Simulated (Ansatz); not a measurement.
# SiH2F2 (SiF2H2) at 6 levels

We compute a comparison of 6 runs (HSE06/STO-3G, UPBE/STO-3G, wB97X/STO-3G, MP2/STO-3G, UMP2/STO-3G, CCSDT(Q)/STO-3G) of SiH2F2 (SiF2H2). 

The calculation is run with Ansatz 0.2.0.

54 further runs of the same task are left out: 4 that didn't finish, 50 set aside as unsound or not needed.

## (1) The molecule

SiH2F2 has 5 atoms, charge 0, and is taken as a singlet. SMILES: `[H][Si]([H])(F)F`. The F2–Si1 distance was set to 3.985 Å, away from the relaxed value. At this shape a bond of the SMILES string is far longer than usual.

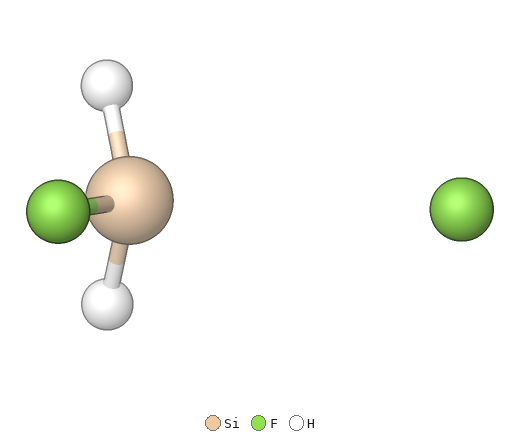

The structure, seen from a chosen angle (silicon light orange, fluorine green, hydrogen white).

## (2) The energy at HSE06/STO-3G (run 1)

The input, in.yaml:

```yaml
crystal:
  periodic: [false, false, false]
  atoms:
    - {symbol: Si, position_ang: [-0.242259, 0.029660, -2.450461]}
    - {symbol: F, position_ang: [0.009240, -0.018840, 1.526500]}
    - {symbol: F, position_ang: [1.285121, 0.039730, -2.905911]}
    - {symbol: H, position_ang: [-0.831039, 1.286900, -2.841711]}
    - {symbol: H, position_ang: [-0.824639, -1.221050, -2.873091]}
basis:
  gaussian:
    orbitals: STO-3G
hamiltonian:
  xc: {name: HSE06}
accuracy: high
```

Started as:

```bash
$ ansatz run in.yaml --threads 1 --pin off --max-ram 2610MiB --events-out events.jsonl --progress --plain --runs-dir runs
```

Log:

```text
Warning: RAYON_NUM_THREADS=1 ignored (pool sized by the plan → 1); use --threads N
Functional definition: HSE06
  name "HSE06"
  parameter a = 0.25
  parameter omega = 0.11/bohr
  exchange = pbe_x - a*pbe_x_sr(omega) + a*exact_x_sr(omega)
  correlation = pbe_c
341 factors; integrals over basis functions are off by at most 3.3e-8 eV
62 factors; integrals over basis functions are off by at most 1.9e-9 eV
mean field evaluation 1: about -13147.9897 eV, gradient 2.1e1 eV
mean field evaluation 2: about -12766.2182 eV, gradient 2.4e1 eV
mean field evaluation 4: about -13147.7796 eV, gradient 2.3e1 eV
mean field evaluation 8: about -13158.2058 eV, gradient 2.3e-1 eV
mean field evaluation 16: about -13158.1924 eV, gradient 9.4e-9 eV
mean field evaluation 32: about -13157.2526 eV, gradient 1.4e1 eV
mean field -13158.19238750 eV, -483.5546512975 hartree, gradient 9.5e-9 eV, S^2 0.000000; 4 other end points of the search recorded, 0 dependent functions left out
reference -13158.19238905 eV, -483.5546513543 hartree; 17, 17 occupied and 4, 4 virtual orbitals, 341 factors
Total energy: -13158.19238905 eV, -483.5546513543 hartree
```

Wall time 2 s (1 thread of Arm Neoverse V1, shared host); peak memory 0.098 GiB.

## (3) A single-point energy at UPBE/STO-3G (run 2)

The input, job.yaml:

```yaml
crystal:
  periodic: [false, false, false]
  atoms:
    - {symbol: Si, position_ang: [-0.242259, 0.029660, -2.450461]}
    - {symbol: F, position_ang: [0.009240, -0.018840, 1.526500]}
    - {symbol: F, position_ang: [1.285121, 0.039730, -2.905911]}
    - {symbol: H, position_ang: [-0.831039, 1.286900, -2.841711]}
    - {symbol: H, position_ang: [-0.824639, -1.221050, -2.873091]}
basis:
  gaussian: {orbitals: STO-3G}
accuracy: high
magnetization: {spin_polarized: true}
hamiltonian: {xc: pbe}
```

Started as:

```bash
$ ansatz run job.yaml --threads 1 --pin off --max-ram 2610MiB --events-out events.jsonl --progress --plain --runs-dir runs
```

Log, cut to the lines that bear on the results:

```text
Warning: RAYON_NUM_THREADS=1 ignored (pool sized by the plan → 1); use --threads N
Functional definition: PBE
  name "PBE"
[...]
341 factors; integrals over basis functions are off by at most 3.3e-8 eV
[...]
mean field -13158.37408840 eV, -483.5613286823 hartree, gradient 3.0e-8 eV, S^2 0.930155; 9 other end points of the search recorded, 0 dependent functions left out
reference -13158.37408996 eV, -483.5613287396 hartree; 17, 17 occupied and 4, 4 virtual orbitals, 341 factors
Total energy: -13158.37408996 eV, -483.5613287396 hartree
```

It took 12 s on 1 thread of Arm Neoverse V1, shared host; peak memory 0.13 GiB.

Runs 3 to 5 aren't shown in full; the table further down has their settings and results.

## (4) The energy at CCSDT(Q)/STO-3G (run 6)

The input, run.yaml:

```yaml
crystal:
  periodic: [false, false, false]
  atoms:
    - symbol: Si
      position_ang: [-0.242259, 0.029660, -2.450461]
    - symbol: F
      position_ang: [0.009240, -0.018840, 1.526500]
    - symbol: F
      position_ang: [1.285121, 0.039730, -2.905911]
    - symbol: H
      position_ang: [-0.831039, 1.286900, -2.841711]
    - symbol: H
      position_ang: [-0.824639, -1.221050, -2.873091]
basis:
  gaussian: {orbitals: STO-3G}
correlation: {method: ccsdt_q, frozen_orbitals: {F: 1, H: 0, Si: 5}}
accuracy: high
scf: {omitted_lower_state_checks: [cluster_reference, increment]}
```

Started as:

```bash
$ ansatz run run.yaml --threads 1 --pin off --max-ram 2610MiB --events-out events.jsonl --progress --plain --runs-dir runs
```

Log:

```text
Warning: RAYON_NUM_THREADS=1 ignored (pool sized by the plan → 1); use --threads N
[... 14 lines left out ...]
7 core orbitals not correlated: weight in the atoms' cores, before any rotation towards them, 1.000 or more for the frozen orbitals, at most 0.000 for the correlated occupied ones
[... 135 lines left out ...]
WARN: these amplitudes may be one of several solutions (largest doubles amplitude 1.04, level shift 18.04 eV)
Total energy: -13137.66235492 eV, -482.8001865158 hartree
Checks for a lower state left out: cluster_reference, increment
```

Run time: 1.4 s. Hardware: 1 thread of Arm Neoverse V1, shared host.

## (5) All runs side by side

| run | level | frozen core orbitals | energy (Eh) | wall time |
| --- | --- | --- | --- | --- |
| 1 | HSE06/STO-3G | – | -483.554651 | 2 s |
| 2 | UPBE/STO-3G | – | -483.561329 | 12 s |
| 3 | wB97X/STO-3G | – | -483.780020 | 8.7 s |
| 4 | MP2/STO-3G | 7 | -482.767534 | 0.32 s |
| 5 | UMP2/STO-3G | 7 | -482.779704 | 0.84 s |
| 6 | CCSDT(Q)/STO-3G | 7 | -482.800187 | 1.4 s |

## (6) What came out

| quantity | value |
| --- | --- |
| run 6: total energy | -482.80019 Eh |
| run 6: correlation energy (7 core orbitals frozen) | -335.6 mEh |
| run 6: T1 diagnostic | 0.060 |

Totals of different functionals can't be ranked against each other. In runs 4, 6 the log says that unrestricted orbitals would lower the reference, so the values rest on an unstable closed-shell determinant (other closed-shell runs at this shape may share the fault). In runs 1, 2, 3, 4, 5, 6 the basis is minimal, so the values are rough. In runs 1, 3, 4 a closed-shell determinant meets a far-stretched bond, which it describes badly. Spin contamination of the reference: run 5 ⟨S²⟩ = 1.00, run 2 ⟨S²⟩ = 0.93. Where it is this large, the reference is a mixture of spin states, and values that rest on it are in doubt. All runs together took 26 s, the longest 12 s.
